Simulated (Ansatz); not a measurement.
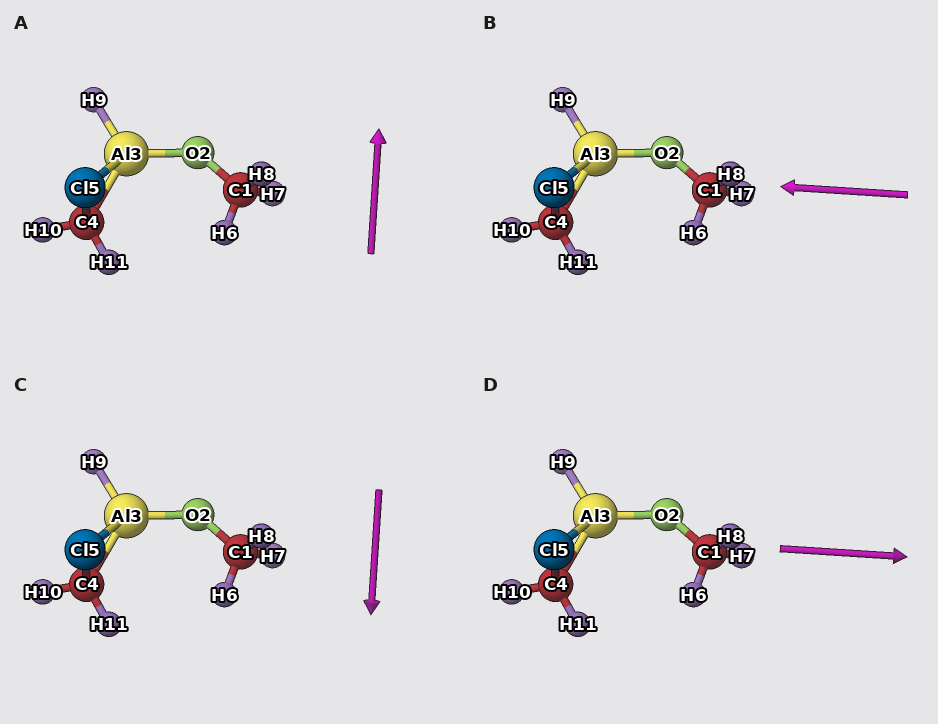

The same molecule four times, each with an arrow. The computed structure is the end point of a PBE0-D4/def2-TZVP optimisation. No frequency run is at hand to confirm it as a minimum. Level of theory: RKS ωB97M-V/def2-TZVPP (Ansatz 0.2.0).

Question: Which arrow points along the dipole moment, from the negative to the positive end?

Answer: C. The dipole moment is 2.11 D; it points from the side of H9 to the side of H11 (the outermost atoms at the two ends).
